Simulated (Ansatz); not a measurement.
The calculation's input:

```
crystal:
  periodic: [false, false, false]
  atoms:
    - {symbol: C, position_ang: [-0.277125, 0.556283, -0.816650]}
    - {symbol: Si, position_ang: [0.136549, -0.196599, 0.643012]}
    - {symbol: I, position_ang: [0.920602, -2.464372, 0.801550]}
    - {symbol: H, position_ang: [-0.624112, 1.584065, -0.813066]}
    - {symbol: H, position_ang: [-0.216597, 0.065539, -1.779315]}
    - {symbol: H, position_ang: [0.060683, 0.455084, 1.964469]}
basis:
  gaussian: {orbitals: def2-TZVPP}
hamiltonian: {xc: pbe0, dispersion: d4}
output: {orbitals: {seedname: orbitals}}
```

Launched as:

```sh
ansatz run in.yaml --threads 2 --pin off --events-out ev --progress --plain --max-ram 4352MiB
```

Geometry: PBE0-D4/def2-TZVP; core potentials replace the inner electrons of I.

These are results of RKS PBE0-D4/def2-TZVPP in Ansatz, not measurements.

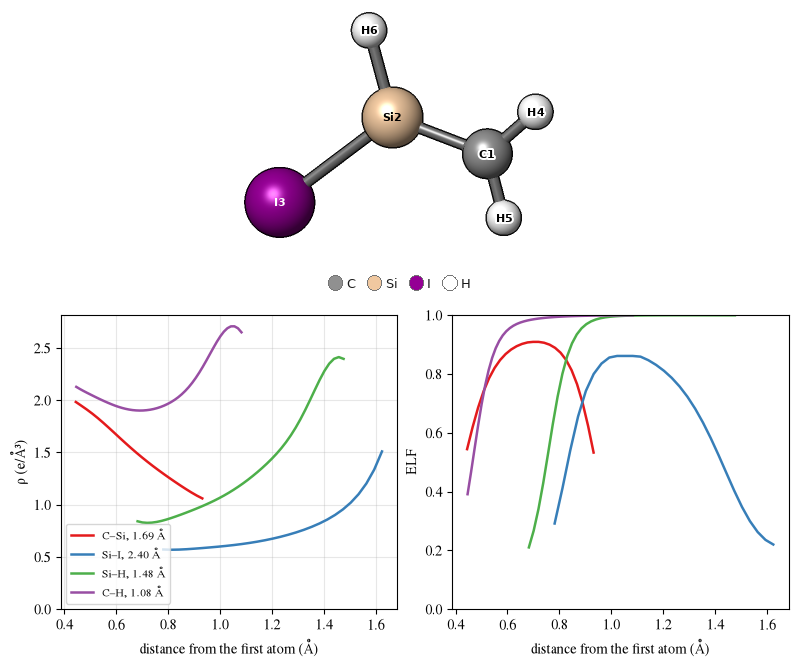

CH3ISi. Electron density and ELF along straight lines between neighbouring atoms. The curves leave out the atomic cores. The structure is drawn too.

Compare the contacts.

Answer. C–Si (1.69 Å): the density is about 1.2 e/Å³ at the midpoint; the ELF peaks at about 0.90 between the atoms: a covalent bond.
Si–I (2.40 Å): the density is about 0.67 e/Å³ at the midpoint, with its minimum of 0.57 e/Å³ about 0.8 Å from Si; the ELF peaks at about 0.85 between the atoms; a shared electron pair.
Si–H (1.48 Å): ρ is about 0.83 e/Å³ halfway; the ELF climbs to about 1 towards the hydrogen, as it does in any bond to H.
C–H (1.08 Å): ρ is about 2 e/Å³ halfway; the ELF climbs to about 1 towards the hydrogen: a covalent bond by its length.
